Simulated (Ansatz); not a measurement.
## SiH2 (SMILES [SiH2]): methods side by side

SiH2 has 3 atoms, charge 0, and is taken as a singlet. SMILES: `[SiH2]`. The coordinates come from a PBE0-D4/def2-TZVP relaxation.

```jsonl
{"atom": "Si", "x (Å)": "-0.4912", "y (Å)": "0.4686", "z (Å)": "-0.2136"}
{"atom": "H", "x (Å)": "0.8403", "y (Å)": "0.5786", "z (Å)": "0.5225"}
{"atom": "H", "x (Å)": "-0.3491", "y (Å)": "-1.0472", "z (Å)": "-0.3089"}
```

Each level gives the energy change with the Si1–H2 bond stretched from 1.525 to 1.907 Å (eV). The values are calculated.

```csv
level,kind,program,value (eV),less FCI/3-21G
BLYP/3-21G (restricted),GGA,Ansatz,0.44,+0.01
PBE/3-21G (restricted),GGA,Ansatz,0.44,+0.01
revPBE/3-21G (restricted),GGA,Ansatz,0.44,+0.01
B3LYP/3-21G (restricted),global hybrid,Ansatz,0.51,+0.08
PBE0/3-21G (restricted),global hybrid,Ansatz,0.52,+0.09
CCSD(T)/3-21G (restricted),coupled cluster or CI,Ansatz,0.43,0.00
CCSD/3-21G (restricted),coupled cluster or CI,Ansatz,0.43,0.00
CCSDT/3-21G (restricted),coupled cluster or CI,Ansatz,0.43,0.00
FCI/3-21G,exact in the basis,Ansatz,0.43,0.00
```

FCI/3-21G is exact within its basis and frozen core, so for wave-function methods in that basis the difference is their error; functionals converge differently with the basis, so for them it is only a difference. The first shape isn't each level's own minimum. The values span 0.43 to 0.52 eV. All rows use very small basis sets, so none should be taken for the real molecule's value.

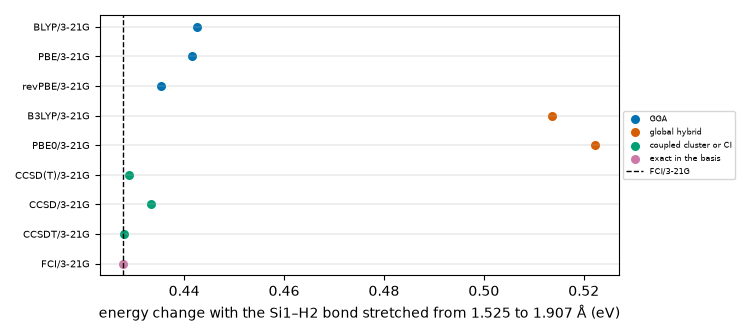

The values of the table, level by level.
